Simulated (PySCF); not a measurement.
NMR shielding calculation of CH13ClO2Si6

The run: NMR shielding calculation of CH13ClO2Si6, SMILES CO[Si@H]1[Si@H]([SiH3])[Si@@H](Cl)[Si@H]1O[SiH3]. Method and program: GIAO PBE0/pcSseg-1 NMR shielding, non-relativistic, gas phase (PySCF 2.14.0).

The geometry comes from this level: GFN2-xTB. Figures and captions count atoms from 1; the log counts them from 0 in places.

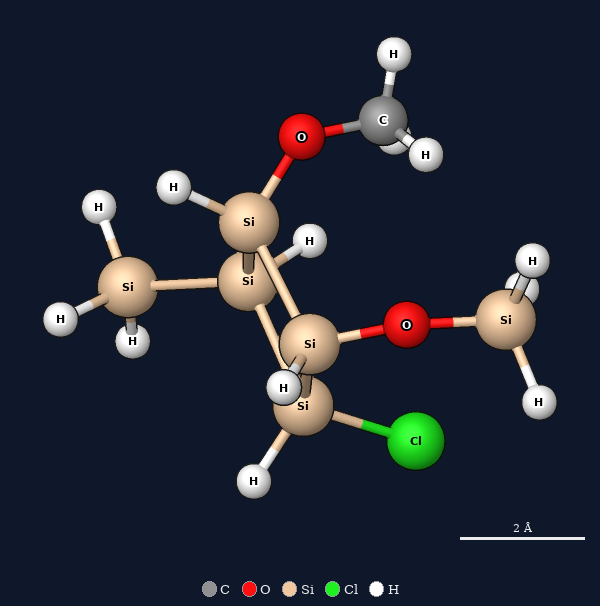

The input geometry (ball-and-stick view, seen at a tilt).

**Summary**

| quantity | value |
| --- | --- |
| outcome | converged |
| total energy | −2392.463046 hartree |
| HOMO | −6.93 eV |
| LUMO | −2.45 eV |
| dipole moment | 0.67 D |
| isotropic shielding, C | 132.4 ppm |
| isotropic shielding, O | 323.6 to 345.6 ppm |
| isotropic shielding, Si | 329.5 to 463.8 ppm |
| isotropic shielding, Cl | 1031.7 ppm |
| isotropic shielding, H | 25.1 to 28.3 ppm |
| hardware | 1 CPU thread, shared host |
| wall time | 2 min |
| peak memory | 1.6 GiB |

**Input file**
```
{"job": {"xc": "PBE0", "basis": "pcSseg-1", "kind": "nmr", "pop": true}, "charge": 0, "multiplicity": 1}
C     -0.336210     2.727498    -0.167046
O     -0.674373     2.141670     1.047338
Si    -0.552311     0.578316     1.506240
Si    -1.598956    -0.989465     0.020937
Si    -3.461606    -2.206205     0.672570
Si     0.511744    -2.105944    -0.180140
Cl     1.261399    -2.194197    -2.090359
Si     1.539933    -0.480866     1.197410
O      2.488834     0.486726     0.273072
Si     3.192613     1.079094    -1.054744
H     -0.813031     2.203925    -1.000363
H      0.746036     2.711282    -0.318764
H     -0.679747     3.763081    -0.152399
H     -1.095240     0.821832     2.844684
H     -1.986183    -0.364746    -1.273837
H     -3.228134    -2.779265     2.002984
H     -3.784875    -3.334808    -0.205397
H     -4.697049    -1.423948     0.777216
H      0.563614    -3.517582     0.233324
H      2.487685    -0.834279     2.265457
H      3.650081     2.410119    -0.659476
H      4.289699     0.187741    -1.415308
H      2.171324     1.147003    -2.100985
```

The first line tells a small driver script what to run in PySCF; the rest is the geometry in Å.

Command:
```bash
OMP_NUM_THREADS=1 python <driver script> task.json out
```

**Output**
```
coarse grid: 22688 points
cycle   1  E = -2392.1928128461  dE =  8.845e-01  |g| = 1.028e+00  |ddm| = 4.587e+00
cycle   2  E = -2391.6057299383  dE =  5.871e-01  |g| = 1.971e+00  |ddm| = 3.344e+00
cycle   3  E = -2392.3853866457  dE = -7.797e-01  |g| = 1.250e-01  |ddm| = 2.701e+00
cycle   4  E = -2392.3883539938  dE = -2.967e-03  |g| = 6.481e-02  |ddm| = 2.680e-01
cycle   5  E = -2392.3891669076  dE = -8.129e-04  |g| = 2.097e-02  |ddm| = 9.562e-02
cycle   6  E = -2392.3892465610  dE = -7.965e-05  |g| = 6.116e-03  |ddm| = 2.607e-02
cycle   7  E = -2392.3892531872  dE = -6.626e-06  |g| = 1.231e-03  |ddm| = 7.654e-03
final grid: 186768 points
cycle   8  E = -2392.4630264603  dE = -2.772e-05  |g| = 1.098e-02  |ddm| = 2.848e-02
cycle   9  E = -2392.4629996860  dE =  2.677e-05  |g| = 1.633e-02  |ddm| = 2.023e-02
cycle  10  E = -2392.4630457077  dE = -4.602e-05  |g| = 1.596e-03  |ddm| = 1.428e-02
cycle  11  E = -2392.4630462084  dE = -5.007e-07  |g| = 3.234e-04  |ddm| = 2.034e-03
cycle  12  E = -2392.4630462341  dE = -2.571e-08  |g| = 4.792e-05  |ddm| = 4.034e-04
cycle  13  E = -2392.4630462346  dE = -4.457e-10  |g| = 2.646e-05  |ddm| = 1.075e-04
```

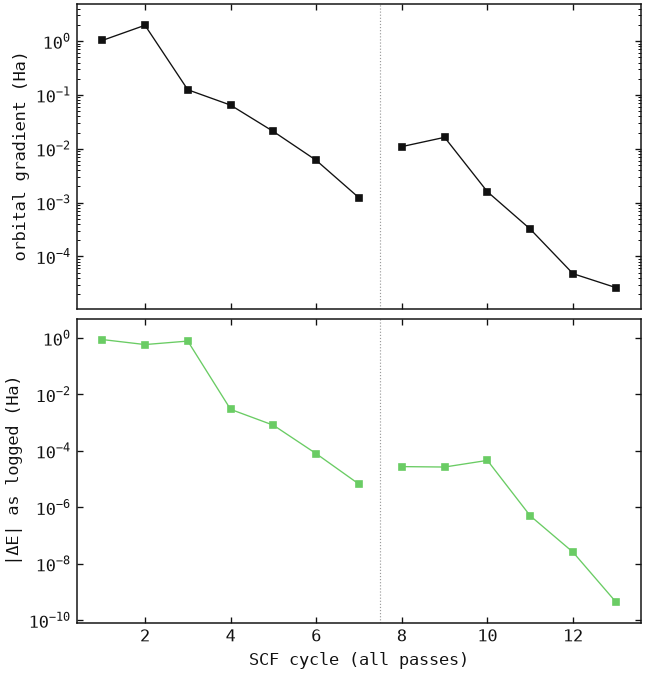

Convergence of the self-consistent field: orbital gradient and size of the energy change against the SCF cycle. The dotted line marks the change from a coarse to the final integration grid. The first 7 cycles use a coarse grid, the final grid takes over at cycle 8, and the field converges after 13 cycles in all.

```
converged SCF energy = -2392.4630462346

GIAO shielding tensors (ppm)
atom      isotropic    diamagn.    paramagn.     s11        s22        s33       span
  0 C      132.355     249.263    -116.909    106.967    109.438    180.659     73.692
  1 O      323.567     395.223     -71.656    217.246    364.243    389.212    171.965
  2 Si     340.732     880.705    -539.973    260.212    349.339    412.645    152.433
  3 Si     460.852     884.192    -423.339    402.421    447.577    532.558    130.137
  4 Si     463.822     879.411    -415.589    434.014    475.100    482.352     48.339
  5 Si     356.639     880.573    -523.933    272.829    377.401    419.688    146.860
  6 Cl    1031.744    1150.529    -118.785    941.062   1052.356   1101.814    160.753
  7 Si     329.517     880.601    -551.084    266.174    353.413    368.965    102.791
  8 O      345.600     400.420     -54.820    219.069    404.565    413.166    194.097
  9 Si     388.905     880.257    -491.352    351.880    358.788    456.048    104.168
 10 H       27.898      33.352      -5.454     24.474     27.156     32.064      7.590
 11 H       27.727      33.211      -5.484     22.431     27.495     33.255     10.824
 12 H       27.712      28.695      -0.982     23.279     25.600     34.258     10.979
 13 H       25.750      30.524      -4.774     22.005     24.908     30.336      8.330
 14 H       27.173      32.016      -4.843     24.249     25.746     31.523      7.274
 15 H       28.311      28.648      -0.337     24.741     26.430     33.761      9.020
 16 H       27.931      28.049      -0.118     23.852     26.086     33.855     10.003
 17 H       28.006      28.168      -0.162     24.085     25.650     34.284     10.199
 18 H       25.904      29.944      -4.040     21.905     24.869     30.938      9.033
 19 H       25.052      29.053      -4.001     22.066     23.355     29.734      7.668
 20 H       26.577      28.853      -2.276     23.021     24.621     32.089      9.069
 21 H       26.559      28.727      -2.168     23.202     24.789     31.686      8.484
 22 H       26.442      32.059      -5.618     23.460     26.298     29.567      6.107
```

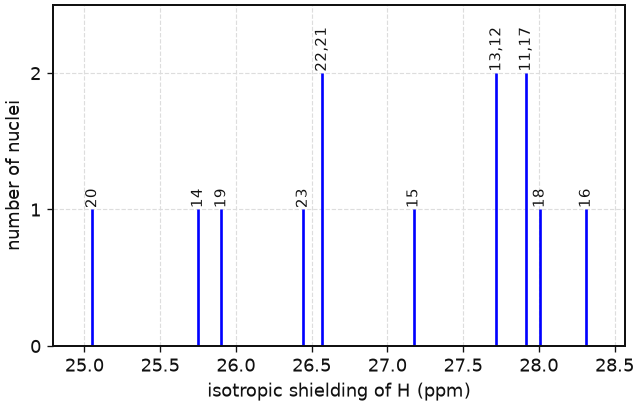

Isotropic shieldings of the hydrogen nuclei in this fixed geometry, labelled by atom number; shielding grows to the right, so chemical shift grows to the left. The least shielded is H20 (25.1 ppm), the most shielded H16 (28.3 ppm).

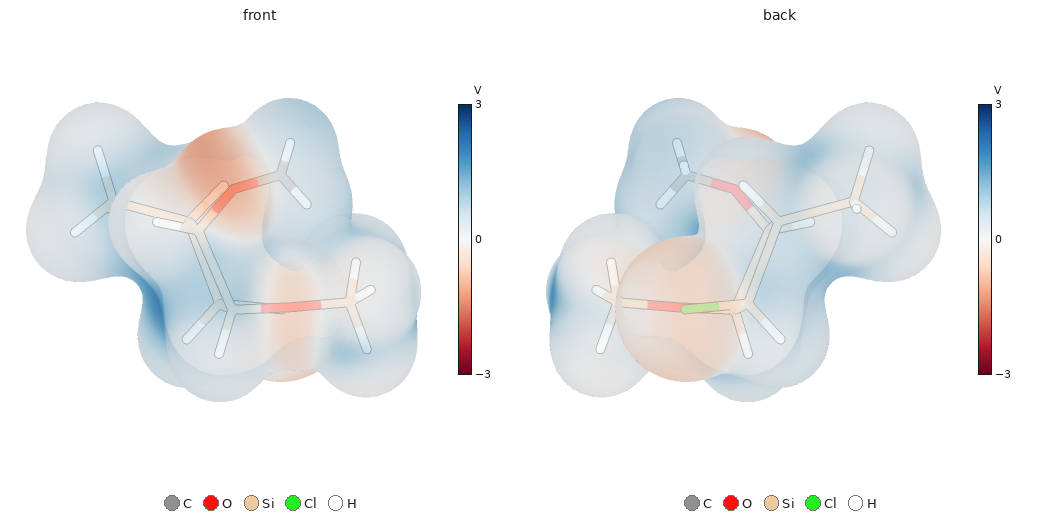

The electrostatic potential painted on the density surface at 0.002 e/bohr³, seen at a tilt and from behind; red is negative and blue positive. A positive charge is drawn to the negative regions and a negative charge to the positive ones.

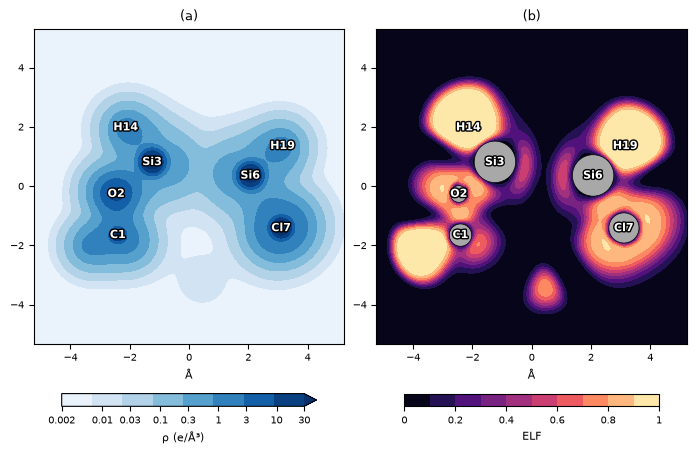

(a) total electron density; (b) electron localisation function on the plane of atoms Cl7, Si6 and H19. Grey discs, where drawn, cover atomic cores. The section cuts through C, O, Si, Cl and H sites. C–O (1.39 Å): ρ is about 2.1 e/Å³ halfway, with its minimum of 1.8 e/Å³ about 0.5 Å from C; the ELF peaks at about 0.90 between the atoms (a shared but strongly polarised pair).
